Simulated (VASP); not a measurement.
Band structure of Ga (space group P6_3/mmc). Calculation: PBE GGA, VASP's PBE PAW potentials (set 64) (plane waves; VASP).

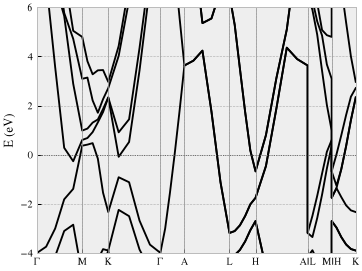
Fig. 1. Bands along high-symmetry lines, zero at the valence-band maximum or, without a gap, the Fermi level

Q: Read the plot: is there a gap, and where are the band edges?

A: It has no gap at this level: it comes out as a metal or semimetal.

The structure was generated: Ga was put into an ordered model structure, which need not be its known phase. The cell was not relaxed at this level.
